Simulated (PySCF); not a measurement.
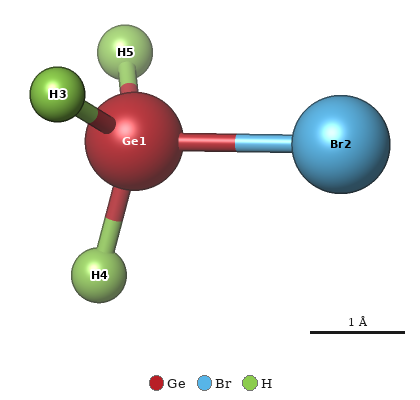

Figure 1. The structure as given in the input (ball-and-stick view, seen at a tilt; atoms are numbered from 1 in the order of the input). Sticks mark near contacts. Bond lengths as drawn: Br–Ge 2.31 Å and Ge–H 1.53 Å.

# GeH₃Br (charge −1): single-point calculation

System: GeH₃Br, charge −1, multiplicity 2.
Method: revPBE/aug-cc-pVDZ, UKS (PySCF 2.14.0).

The geometry is that of the parent species in another charge or spin state. The geometry comes from this level: PBE0-D4/def2-TZVP.

**The program's output**
```
WARN: HOMO -0.0711990180536348 >= LUMO -0.0711990180536355

converged SCF energy = -4652.54198253212  <S^2> = 0.75027915  2S+1 = 2.0002791
Final energy -4652.541982532117
```

This output came from the following input.

**The input (run.py)**
```python
from pyscf import gto, dft

mol = gto.M(
    atom=[
    ('Ge', (0.139040, 0.013690, -0.129150)),
    ('Br', (-1.548450, -0.152490, 1.438270)),
    ('H', (0.128210, 1.452190, -0.655100)),
    ('H', (-0.172230, -0.995930, -1.238090)),
    ('H', (1.453450, -0.317450, 0.584070)),
],
    max_memory=1860,
    basis='aug-cc-pvdz',
    charge=-1,
    verbose=3,
    spin=1,
)

mf = dft.UKS(mol, xc='revpbe')
mf.grids.level = 5
mf.conv_tol = 1e-10
mf.kernel()
if not mf.converged:
    mf = mf.newton().run(mf.mo_coeff, mf.mo_occ)

energy = mf.e_tot
print('Final energy', energy)
```

Launch command:
```bash
OMP_NUM_THREADS=1 python run.py
```

**Results in brief**

```tsv
quantity	value
outcome	converged
total energy	−4652.541983 hartree
basis functions	99
⟨S²⟩	0.750
hardware	1 thread of Arm Neoverse V1, 24 GiB of memory available, shared host
wall time	35 s
peak memory	0.53 GiB
```

**Notes**

The record of the run, not the program, notes: dipole of an ion depends on the origin.
